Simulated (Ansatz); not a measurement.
## Geometry relaxation of AsNH7 (charge +1)

AsNH7, charge +1, SMILES [NH4+].[AsH3], computed with RKS PBE-D4/def2-SVP (Ansatz 0.2.0).

Figures and captions count atoms from 1; the log counts them from 0 in places.

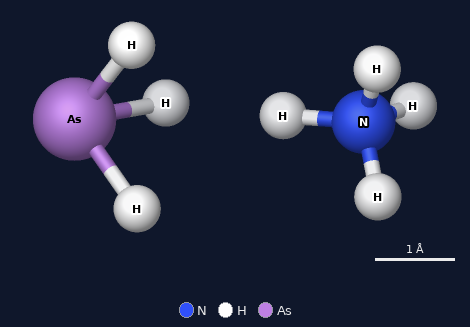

**Figure 1.** The starting structure (ball-and-stick view, seen on its broad side). Bond lengths as drawn: As–H 1.51 to 1.55 Å and H–N 1.03 to 1.07 Å.

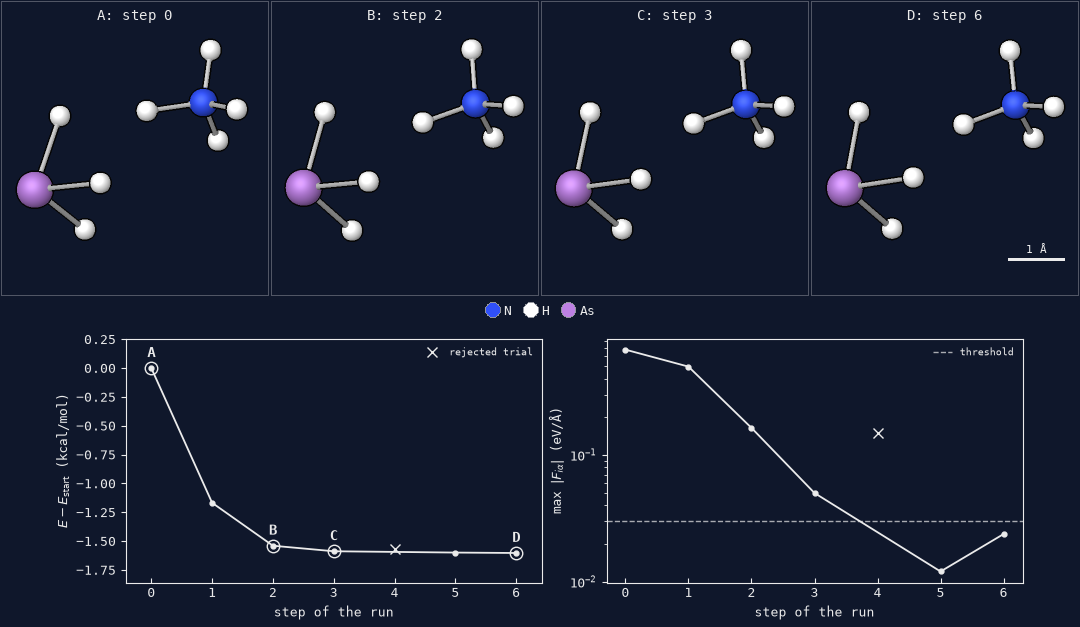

**Figure 2.** Frames of the relaxation (ball-and-stick view, seen at a tilt) above the curves, on which the letters mark them (the first geometry is step 0 here and step 1 in the log).

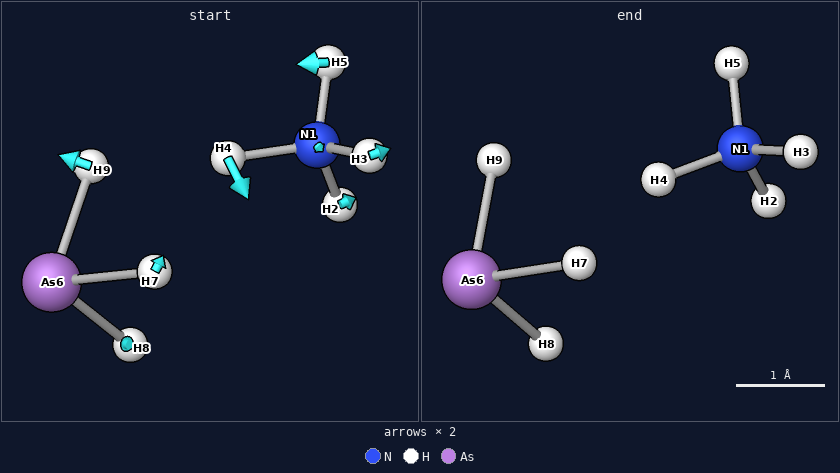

**Figure 3.** Before (left) and after (right) the relaxation, at one scale (ball-and-stick view, seen at a tilt). The teal arrows give the displacements, magnified 2 times. The largest move after the best rigid fit is that of H4, 0.29 Å. By element the largest moves are H 0.29 Å, N 0.06 Å, As 0.03 Å. Distances before and after: As6–H7 1.509 → 1.547 Å, N1–H2 1.026 → 1.037 Å, N1–H4 1.071 → 1.061 Å, As6–H9 1.547 → 1.554 Å. Among the angles that change: H7–As6–H8 88.3° → 91.4°. After 6 geometry steps the energy has fallen by 1.60 kcal/mol. Largest force component: 0.68 eV/Å at the start, 0.024 eV/Å at the end. The line search rejected the trial step at point 4 (counted from 0) and went back. (Atoms are counted from 1 in the order of the input.)

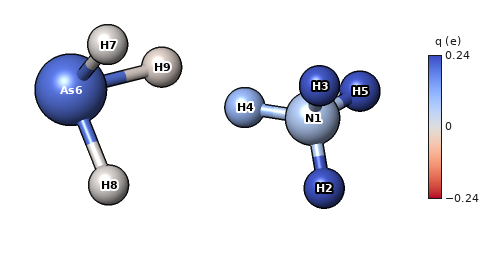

**Figure 4.** Mulliken charges, as the colour of each atom (ball-and-stick view, seen at a tilt; atoms are numbered from 1 in the order of the input; Mulliken charges depend strongly on the basis). By element: N +0.06, H −0.02 to +0.23 and As +0.19 e.

The input and output of the run follow.

Input:
```yaml
crystal:
  periodic: [false, false, false]
  atoms:
    - {symbol: N, position_ang: [-0.028600, -0.014300, -1.339700]}
    - {symbol: H, position_ang: [-0.222800, -1.010100, -1.494500]}
    - {symbol: H, position_ang: [0.973500, 0.160900, -1.475400]}
    - {symbol: H, position_ang: [-0.304800, 0.255400, -0.340600]}
    - {symbol: H, position_ang: [-0.563400, 0.541300, -2.018000]}
    - {symbol: As, position_ang: [-0.106100, 0.108200, 2.327600]}
    - {symbol: H, position_ang: [1.209900, 0.400800, 1.650400]}
    - {symbol: H, position_ang: [-0.150500, -1.202700, 1.577400]}
    - {symbol: H, position_ang: [-0.807200, 0.760400, 1.112700]}
basis:
  gaussian: {orbitals: def2-SVP}
total_charge: 1
hamiltonian: {xc: pbe, dispersion: d4}
relax: {f_tol: 0.03, max_steps: 250}
```

Run as:
```bash
ansatz run in.yaml --threads 4 --pin off --events-out ev --progress --plain --max-ram 9574MiB
```

The program's output:
```
Functional definition: PBE
  name "PBE"
  cite "Perdew, Burke & Ernzerhof, Phys. Rev. Lett. 77, 3865 (1996) doi:10.1103/PhysRevLett.77.3865"
  parent pbe
  parameter kappa = 0.804
  parameter beta = 0.06672455060314922
  exchange = pbe_x(kappa = kappa, mu = beta*pi^2/3)
  correlation = pbe_c(beta = beta)
941 factors; their error is unknown
mean field evaluation 1: about -62408.2341 eV, gradient 7.2e1 eV
mean field evaluation 2: about -62396.2886 eV, gradient 9.8e1 eV
mean field evaluation 4: about -62418.2278 eV, gradient 3.9e0 eV
mean field evaluation 8: about -62418.2182 eV, gradient 5.8e-2 eV
mean field -62418.21816879 eV, -2293.8272091153 hartree, gradient 4.2e-5 eV, S^2 0.000000; 0 other end points of the search recorded, 0 dependent functions left out
the calculation of the forces begins
reference -62418.21820021 eV, -2293.8272102698 hartree; 23, 23 occupied and 58, 58 virtual orbitals, 941 factors
relax step   1: F+E_penalty+E_count = -62418.29998505 eV  Δ(F+E_penalty+E_count) = +0.000e0 eV  max|allowed force component| = 6.778e-1 eV/Å  Δτ_max = 0.0000 Å  (24 SCF iters, accepted)
these checks for a lower state are left out or cut short: starts, cluster_reference, orbital_swaps, neighbouring_geometries, increment
941 factors; their error is unknown
mean field evaluation 16: about -62418.1450 eV, gradient 8.2e0 eV
mean field -62418.27087580 eV, -2293.8291460622 hartree, gradient 2.5e-5 eV, S^2 0.000000; 0 other end points of the search recorded, 0 dependent functions left out
the calculation of the forces begins
reference -62418.27090721 eV, -2293.8291472164 hartree; 23, 23 occupied and 58, 58 virtual orbitals, 941 factors
relax step   2: F+E_penalty+E_count = -62418.35061650 eV  Δ(F+E_penalty+E_count) = -5.063e-2 eV  max|allowed force component| = 4.979e-1 eV/Å  Δτ_max = 0.1946 Å  (25 SCF iters, accepted)
these checks for a lower state are left out or cut short: starts, cluster_reference, orbital_swaps, neighbouring_geometries, increment
941 factors; their error is unknown
mean field -62418.28677716 eV, -2293.8297304262 hartree, gradient 2.2e-5 eV, S^2 0.000000; 0 other end points of the search recorded, 0 dependent functions left out
the calculation of the forces begins
reference -62418.28680878 eV, -2293.8297315884 hartree; 23, 23 occupied and 58, 58 virtual orbitals, 941 factors
relax step   3: F+E_penalty+E_count = -62418.36675091 eV  Δ(F+E_penalty+E_count) = -1.613e-2 eV  max|allowed force component| = 1.636e-1 eV/Å  Δτ_max = 0.0510 Å  (27 SCF iters, accepted)
these checks for a lower state are left out or cut short: starts, cluster_reference, orbital_swaps, neighbouring_geometries, increment
941 factors; their error is unknown
mean field evaluation 32: about -62418.2889 eV, gradient 1.8e-1 eV
mean field -62418.28897443 eV, -2293.8298111745 hartree, gradient 2.1e-5 eV, S^2 0.000000; 0 other end points of the search recorded, 0 dependent functions left out
the calculation of the forces begins
reference -62418.28900610 eV, -2293.8298123382 hartree; 23, 23 occupied and 58, 58 virtual orbitals, 941 factors
relax step   4: F+E_penalty+E_count = -62418.36882888 eV  Δ(F+E_penalty+E_count) = -2.078e-3 eV  max|allowed force component| = 5.015e-2 eV/Å  Δτ_max = 0.0836 Å  (27 SCF iters, accepted)
these checks for a lower state are left out or cut short: starts, cluster_reference, orbital_swaps, neighbouring_geometries, increment
941 factors; their error is unknown
mean field -62418.28619530 eV, -2293.8297090433 hartree, gradient 2.1e-5 eV, S^2 0.000000; 0 other end points of the search recorded, 0 dependent functions left out
the calculation of the forces begins
reference -62418.28622668 eV, -2293.8297101963 hartree; 23, 23 occupied and 58, 58 virtual orbitals, 941 factors
relax step   5: F+E_penalty+E_count = -62418.36812310 eV  Δ(F+E_penalty+E_count) = +7.058e-4 eV  max|allowed force component| = 1.504e-1 eV/Å  Δτ_max = 0.0783 Å  (27 SCF iters, rejected (line search))
these checks for a lower state are left out or cut short: starts, cluster_reference, orbital_swaps, neighbouring_geometries, increment
941 factors; their error is unknown
mean field -62418.28897277 eV, -2293.8298111133 hartree, gradient 2.1e-5 eV, S^2 0.000000; 0 other end points of the search recorded, 0 dependent functions left out
the calculation of the forces begins
reference -62418.28900437 eV, -2293.8298122746 hartree; 23, 23 occupied and 58, 58 virtual orbitals, 941 factors
relax step   6: F+E_penalty+E_count = -62418.36932148 eV  Δ(F+E_penalty+E_count) = -4.926e-4 eV  max|allowed force component| = 1.206e-2 eV/Å  Δτ_max = 0.0283 Å  (28 SCF iters, accepted)
these checks for a lower state are left out or cut short: starts, cluster_reference, orbital_swaps, neighbouring_geometries, increment
941 factors; their error is unknown
mean field -62418.28868386 eV, -2293.8298004962 hartree, gradient 2.1e-5 eV, S^2 0.000000; 0 other end points of the search recorded, 0 dependent functions left out
the calculation of the forces begins
reference -62418.28871540 eV, -2293.8298016551 hartree; 23, 23 occupied and 58, 58 virtual orbitals, 941 factors
relax step   7: F+E_penalty+E_count = -62418.36948440 eV  Δ(F+E_penalty+E_count) = -1.629e-4 eV  max|allowed force component| = 2.380e-2 eV/Å  Δτ_max = 0.0338 Å  (27 SCF iters, accepted)
941 factors; their error is unknown
mean field evaluation 64: about -62418.3411 eV, gradient 1.4e0 eV
mean field -62418.28868386 eV, -2293.8298004962 hartree, gradient 2.0e-5 eV, S^2 0.000000; 1 other end points of the search recorded, 0 dependent functions left out
the calculation of the forces begins
reference -62418.28871540 eV, -2293.8298016551 hartree; 23, 23 occupied and 58, 58 virtual orbitals, 941 factors
Total energy: -62418.36951594 eV, -2293.8327710203 hartree
Atom 0 at     0.021901    -0.047340    -1.342724 Å, force    -0.004731     0.002468    -0.019929 eV/Å
Atom 1 at    -0.218358    -1.019956    -1.609486 Å, force     0.000770     0.004932    -0.002141 eV/Å
Atom 2 at     1.003868     0.150966    -1.609874 Å, force    -0.006511    -0.000777     0.001866 eV/Å
Atom 3 at    -0.090466     0.069438    -0.294282 Å, force     0.005591    -0.000818     0.023796 eV/Å
Atom 4 at    -0.609859     0.611904    -1.834041 Å, force     0.006266    -0.006552    -0.004683 eV/Å
Atom 5 at    -0.108466     0.138430     2.317551 Å, force    -0.000770     0.004531    -0.016764 eV/Å
Atom 6 at     1.200028     0.464749     1.559754 Å, force    -0.009659    -0.000213     0.003513 eV/Å
Atom 7 at    -0.239859    -1.217387     1.584892 Å, force    -0.000888     0.003689     0.002096 eV/Å
Atom 8 at    -0.958789     0.849096     1.228111 Å, force     0.009933    -0.007261     0.012246 eV/Å
Dipole moment:     0.097814    -0.129919    -2.295717 e Å
```

Trajectory as extended XYZ (Å, eV, eV/Å), 7 frames, from step=1 to step=7:
```
9
Properties=species:S:1:pos:R:3:forces:R:3 step=1 energy=-62418.29998
N    -0.0286   -0.0143   -1.3397   -0.2054   0.2028   0.3859
H    -0.2228   -1.0101   -1.4945   -0.0793  -0.4175  -0.0202
H     0.9735    0.1609   -1.4754    0.4167   0.0719  -0.0266
H    -0.3048    0.2554   -0.3406    0.1401  -0.1365  -0.1365
H    -0.5634    0.5413   -2.0180   -0.2245   0.2428  -0.2444
As   -0.1061    0.1082    2.3276   -0.3518   0.2622   0.3638
H     1.2099    0.4008    1.6504    0.6778   0.1890  -0.1206
H    -0.1505   -1.2027    1.5774   -0.0731  -0.6706  -0.1378
H    -0.8072    0.7604    1.1127   -0.3006   0.2559  -0.0635
9
Properties=species:S:1:pos:R:3:forces:R:3 step=2 energy=-62418.35062
N    -0.0061   -0.0333   -1.3673   -0.1445   0.2363   0.2613
H    -0.2236   -1.0208   -1.5948   -0.0320  -0.0023   0.0051
H     0.9886    0.1524   -1.5996   -0.0678   0.0275  -0.0040
H    -0.1580    0.1316   -0.3095    0.0208  -0.0489  -0.4979
H    -0.6226    0.5973   -1.9307    0.2264  -0.2116   0.2489
As   -0.1271    0.1301    2.3092   -0.1217   0.1003   0.1768
H     1.2539    0.4477    1.7011   -0.0392   0.0122  -0.1154
H    -0.1909   -1.2549    1.6302   -0.0211   0.0529  -0.1090
H    -0.9142    0.8499    1.1613    0.1790  -0.1664   0.0340
9
Properties=species:S:1:pos:R:3:forces:R:3 step=3 energy=-62418.36675
N    -0.0014   -0.0386   -1.3604    0.0320  -0.0273   0.1357
H    -0.2285   -1.0179   -1.6131   -0.0114  -0.0041  -0.0050
H     0.9847    0.1571   -1.6126    0.0052   0.0145  -0.0169
H    -0.1263    0.0922   -0.3077   -0.0348   0.0237  -0.1636
H    -0.6264    0.6057   -1.8806    0.0135  -0.0065   0.0549
As   -0.1362    0.1398    2.3270   -0.0668   0.0626   0.0079
H     1.2277    0.4569    1.6833    0.0506   0.0094  -0.0316
H    -0.2024   -1.2259    1.6131   -0.0036  -0.0531  -0.0299
H    -0.8911    0.8306    1.1509    0.0154  -0.0192   0.0486
9
Properties=species:S:1:pos:R:3:forces:R:3 step=4 energy=-62418.36883
N     0.0138   -0.0472   -1.3581   -0.0032   0.0075   0.0501
H    -0.2220   -1.0215   -1.6214   -0.0002  -0.0095   0.0056
H     0.9965    0.1520   -1.6203    0.0134   0.0001   0.0005
H    -0.1047    0.0760   -0.3093   -0.0013  -0.0053  -0.0310
H    -0.6152    0.6063   -1.8599   -0.0082   0.0092   0.0054
As   -0.1198    0.1368    2.3340    0.0138  -0.0119  -0.0170
H     1.2116    0.4661    1.6208   -0.0047   0.0006  -0.0025
H    -0.2258   -1.2175    1.5941   -0.0021   0.0038   0.0021
H    -0.9344    0.8490    1.2200   -0.0075   0.0056  -0.0132
9
Properties=species:S:1:pos:R:3:forces:R:3 step=5 energy=-62418.36812 accepted=F
N     0.0226   -0.0514   -1.3241   -0.0106   0.0090  -0.1504
H    -0.2187   -1.0220   -1.5976    0.0100   0.0066   0.0087
H     1.0033    0.1506   -1.5928   -0.0009  -0.0109   0.0096
H    -0.0906    0.0624   -0.2774    0.0099  -0.0083   0.0976
H    -0.6095    0.6101   -1.8115   -0.0023  -0.0007  -0.0156
As   -0.1095    0.1348    2.2961    0.0508  -0.0317  -0.0002
H     1.2030    0.4715    1.5432   -0.0621  -0.0117   0.0257
H    -0.2403   -1.2150    1.5458    0.0021   0.0483   0.0233
H    -0.9602    0.8589    1.2182    0.0032  -0.0005   0.0013
9
Properties=species:S:1:pos:R:3:forces:R:3 step=6 energy=-62418.36932
N     0.0169   -0.0466   -1.3503   -0.0002   0.0006   0.0121
H    -0.2202   -1.0206   -1.6147    0.0001   0.0001   0.0008
H     0.9997    0.1521   -1.6133    0.0004   0.0000   0.0010
H    -0.1003    0.0740   -0.3020    0.0008  -0.0006  -0.0012
H    -0.6129    0.6091   -1.8485    0.0000   0.0005   0.0010
As   -0.1145    0.1378    2.3253   -0.0001   0.0006  -0.0120
H     1.2070    0.4648    1.5929   -0.0001  -0.0004  -0.0027
H    -0.2319   -1.2181    1.5909   -0.0003  -0.0004  -0.0004
H    -0.9438    0.8476    1.2197   -0.0007  -0.0004   0.0014
9
Properties=species:S:1:pos:R:3:forces:R:3 step=7 energy=-62418.36948
N     0.0219   -0.0473   -1.3427   -0.0047   0.0025  -0.0199
H    -0.2184   -1.0200   -1.6095    0.0008   0.0049  -0.0021
H     1.0039    0.1510   -1.6099   -0.0065  -0.0008   0.0019
H    -0.0905    0.0694   -0.2943    0.0056  -0.0008   0.0238
H    -0.6099    0.6119   -1.8340    0.0063  -0.0066  -0.0047
As   -0.1085    0.1384    2.3176   -0.0008   0.0045  -0.0168
H     1.2000    0.4647    1.5598   -0.0097  -0.0002   0.0035
H    -0.2399   -1.2174    1.5849   -0.0009   0.0037   0.0021
H    -0.9588    0.8491    1.2281    0.0099  -0.0073   0.0122
```

Summary:

- outcome: converged
- total energy: −62418.3695 eV
- mean-field energy: −62418.2887 eV
- dispersion energy: −0.0808 eV
- SCF solution under orbital rotations: stable
- largest force (length of the vector) at the end: 0.024 eV/Å
- hardware: 4 threads of Arm Neoverse V1, 23 GiB of memory available, shared host
- wall time: 4.9 s (CPU time 17 s)
- peak memory: 0.12 GiB
